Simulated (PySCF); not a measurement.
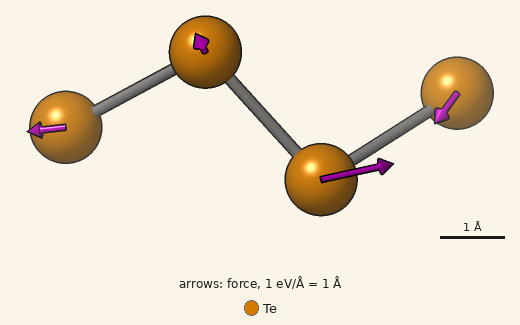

Starting geometry of Te$_{4}$ (charge −2) with the computed forces as purple arrows. The picture is a ball-and-stick view, seen face on.

The start comes from GFN2-xTB. Its atoms were then displaced at random by about 0.03 Å.

Level of theory: PBE0-D3(BJ)/def2-SVP geometry optimisation, gas phase (PySCF). 

What follows when this structure is relaxed?

Answer. It isn't relaxed: the largest force vector, on a Te atom, is 1.26 eV/Å. The final displacements follow the starting forces only in part (cosine between the two patterns 0.46). A Te atom moves most after the best rigid fit: 0.37 Å. Near-neighbour distances that change, for instance: Te–Te 2.879 → 2.752 Å, Te–Te 2.720 → 2.803 Å, Te–Te 2.699 → 2.752 Å. Bond angles that change, for instance: Te–Te–Te 100.4° → 116.0°, Te–Te–Te 101.4° → 116.0°. Groups turn about Te–Te by about 25°. The energy falls by 0.249 eV in 7 geometry steps. Cost: 58 s on 1 thread of Intel(R) Xeon(R) Platinum 8559C, with other jobs on the host.

Limits of the set-up: the basis has no diffuse functions, which an anion needs.
